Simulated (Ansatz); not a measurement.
# Cl3OTa (SMILES [O]=[Ta]([Cl])([Cl])[Cl]): what the fields show

The calculation's input:

```
crystal:
  periodic: [false, false, false]
  atoms:
    - {symbol: Cl, position_ang: [-1.006250, 2.585531, -0.030917]}
    - {symbol: Cl, position_ang: [0.189946, 0.899902, -3.217869]}
    - {symbol: Cl, position_ang: [-0.833825, -1.204091, -0.225510]}
    - {symbol: O, position_ang: [1.674257, 0.820252, -0.355095]}
    - {symbol: Ta, position_ang: [0.075143, 0.777215, -0.932438]}
basis:
  gaussian:
    orbitals: def2-TZVPD
hamiltonian:
  xc: pbe0
output: {forces: true, orbitals: {seedname: orbitals}}
```

Launched as:

```sh
ansatz run input.yaml --threads 2 --pin off --max-ram 5220MiB --events-out events.jsonl --progress --plain --runs-dir runs
```

Geometry: PBE0-D4/def2-SVP; core potentials replace the inner electrons of Ta.

Level of theory: isolated molecule in a Gaussian basis; Kohn-Sham density functional theory, functional PBE0 in Ansatz.

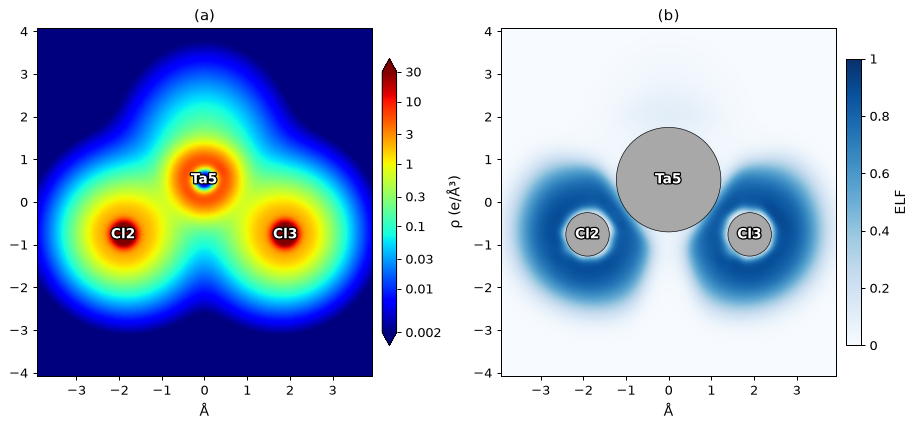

Figure 1. (a) electron density; (b) electron localisation function on the plane of atoms Cl2, Ta5 and Cl3. Grey discs cover the atomic cores in the ELF map.

**What does the map show?**

- The section cuts through Cl and Ta sites.
- Ta–Cl (2.29 Å): ρ at the midpoint is about 0.71 e/Å³; the ELF peaks at about 0.80 in the valence shell of Cl, 0.9 Å from its nucleus, and is about 0.40 at the midpoint.

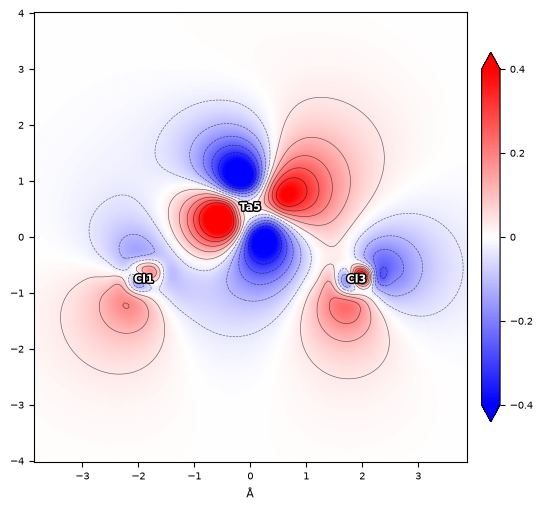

Figure 2. The LUMO on the plane of atoms Cl1, Ta5 and Cl3 (values in Å⁻³ᐟ²; the overall sign is arbitrary).

**Where does this orbital lie, and at what energy?**

Its weight (Hirshfeld) is mainly on Ta5 (about 65 %), Cl1 (about 10 %), Cl3 (about 10 %) and Cl2 (about 10 %). It is one of a degenerate set, so its orientation is arbitrary. Its energy is −2.86 eV.

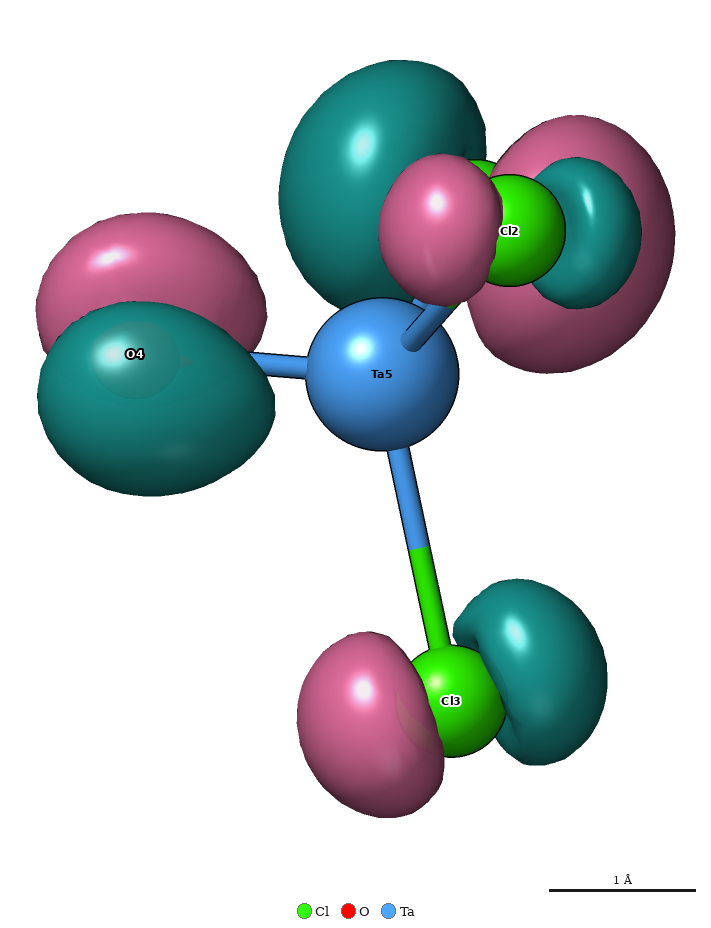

Figure 3. The HOMO at ±0.15 Å⁻³ᐟ² (teal and pink are the two phases), seen at an oblique angle.

**What is the character of this orbital?**

Its weight (Hirshfeld) is mainly on Cl1 (about 40 %), O4 (about 30 %), Cl2 (about 10 %), Cl3 (about 10 %) and Ta5 (about 10 %); largely a combination of lone pairs on Cl1, O4, Cl2 and Cl3. It is one of a degenerate set, so its orientation is arbitrary. Its energy is −9.79 eV.
